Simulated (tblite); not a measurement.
# C14H30O2Si14: the cost of one run

Programs: tblite 0.8.0 and PySCF 2.14.0, with routines of our own; each step states its level. All values are computed. Atoms count from 0.

## Step 1: The starting structure

60 atoms, charge 0, multiplicity 1; geometry from: force field, distance geometry or constructed start.

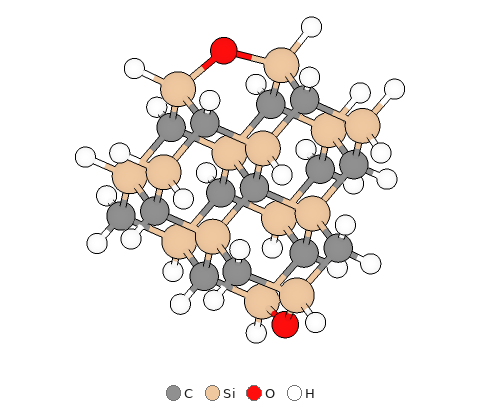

The starting geometry (carbon grey, silicon light orange, oxygen red, hydrogen white).

## Step 2: Geometry optimisation with GFN2-xTB

Job settings and geometry (Å):

```
{"job": {"kind": "relax", "xc": "GFN2-xTB", "basis": "xTB"}, "charge": 0, "multiplicity": 1}
C     -2.205400     0.316100    -2.517400
C     -0.046500    -1.823400    -2.504100
C     -0.044600     0.333200     3.994700
Si    -1.132900    -0.737400     2.902300
C     -2.216900     0.340400     1.832600
C     -0.056600    -1.821100     1.818000
C     -2.215800    -1.827500    -0.344900
C     -0.045200     0.340700    -0.336500
Si    -1.126800    -0.748900    -1.417400
Si    -1.135000    -2.909300     0.743400
Si    -3.286700    -0.771200     0.767900
C     -0.052300    -3.995700    -0.335500
C     -0.046700     2.497900     1.831000
C     -2.208100     2.515200    -0.320600
Si    -1.131700     1.422100     0.747000
Si    -3.248300     1.481900    -1.475000
C      2.113000     0.344100    -2.508500
Si     1.017100    -0.735600    -3.588400
C      2.115900     0.336600     1.831600
C      2.119300    -1.828200    -0.332100
Si     3.177600    -0.779900    -1.462700
Si     1.032900    -2.910800    -1.415600
Si     1.039400    -0.737800     0.749000
Si     1.029600     1.411100     2.910800
C      2.113100     2.512000    -0.341300
Si     3.173800     1.463300     0.786200
Si     1.036100     1.420800    -1.419200
Si     1.017600     3.588000     0.733400
O     -4.028700     0.362200    -0.363800
O      3.948500     0.342300    -0.338500
H     -2.850300    -0.312000    -3.097900
H     -1.591000     0.887900    -3.178800
H     -0.663600    -2.445500    -3.116600
H     -0.665200     0.953000     4.617600
H      0.568100    -0.283000     4.609900
H     -1.952300    -1.563400     3.723900
H     -2.835800     0.960600     2.442900
H      0.565900    -2.437100     2.437000
H     -2.833900    -2.450900    -0.960600
H     -1.957600    -3.723400     1.566800
H     -4.154900    -1.565700     1.567200
H     -0.661400    -4.619500    -0.950600
H      0.571800    -4.612200     0.281200
H     -0.660000     3.114200     2.443800
H     -1.592800     3.180700    -0.884200
H     -2.855800     3.098400     0.309200
H     -4.086200     2.289600    -2.290100
H      2.731400     0.963000    -3.125600
H      0.184400     0.094900    -4.387400
H      1.831300    -1.542600    -4.425300
H      2.737500    -0.290800     2.447800
H      2.745000    -2.443400     0.283200
H      4.031900    -1.586900    -2.267200
H      1.851400    -3.734800    -2.239000
H      1.855500     2.235100     3.734700
H      2.731200     3.130900    -0.959800
H      4.038900     2.261600     1.584600
H      0.213300     2.245300    -2.238400
H      0.182900     4.386900    -0.090500
H      1.828500     4.429300     1.542300
```

Run with:

```
OMP_NUM_THREADS=4 python large_run.py task.json out
```

This one command runs all jobs of the session in turn.

Q: Estimate the wall time and peak memory of this first job on 4 threads of Arm Neoverse V1, shared host.

About 4.2 s, with a peak of 0.17 GiB.
